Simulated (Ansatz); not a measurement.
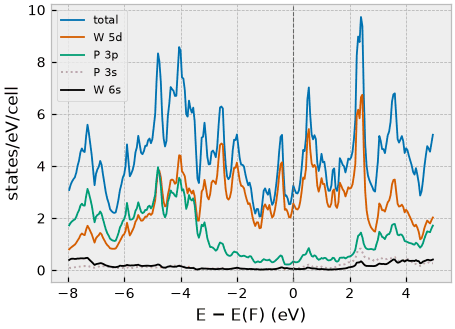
Figure: Total and projected density of states of PW in space group Pnma (No. 62; P on 4c, W on 4c), r²SCAN in the plane-wave PAW code Ansatz

### Question
Which orbitals carry the states next to the Fermi level?

### Answer
Within 0.5 eV of the Fermi level: W 5d 79 %, P 3p 11 %, outside the projected shells 6 %. Projections are on Löwdin-orthogonalised atomic valence shells; empty p or d shells of many metals are not among them.

### Question
Where is the tallest occupied peak in this window, and what makes it?

### Answer
Near -4.0 eV, about 8.6 states/eV per cell; the largest projected share is W 5d.

The first step of the workflow began from a Materials Project structure, measured or hypothetical; the Crystallography Open Database files this formula in space group No. 62, but the cells were not matched. Whether it is the stable phase at ambient conditions was not checked. The r²SCAN relaxation kept the symmetry of its start; whether a distortion lowers the energy is not shown. No spin polarisation was allowed. Scalar-relativistic: spin–orbit coupling is off unless named, which matters more the heavier the elements.

Potentials: the later of the program's two PAW sets.
